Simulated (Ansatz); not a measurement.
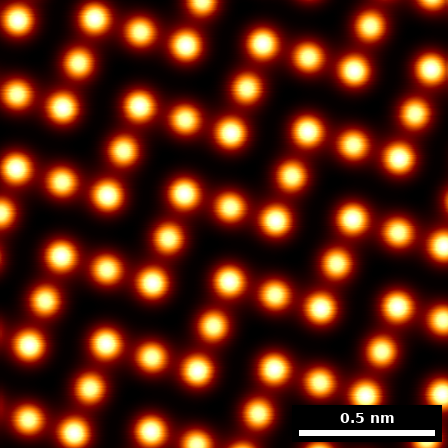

Integrated-DPC-like image of a crystal. Simulated as the projected potential of neutral atoms (B = 0.8 Å²) blurred by a 0.65 Å probe, the thin-sample limit of integrated differential phase contrast. A slight drift was added.

Q: Give the net of the columns and its spacings.

A: The pattern repeats on a rectangular net of 3.7 × 5.2 Å.

Q: What is the plane group of the image?

A: p2mg: mirror lines in one direction, glide lines across them, twofold points on the glide lines.

Q: How many columns does the smallest repeating cell hold, and how many levels of brightness?

A: 4 columns in the primitive cell of 18.9 Å², with 2 levels of brightness (about 100, 85 % of the brightest, counted from the darkest point).

The crystal is SbMo (P6_3/mmc, No. 194) seen along [100]. Structure: the geometry relaxed at fixed volume with DFT PBEsol, scalar-relativistic, plane waves, PAW in Ansatz; the starting structure was generated, so it need not be a known form of this composition.
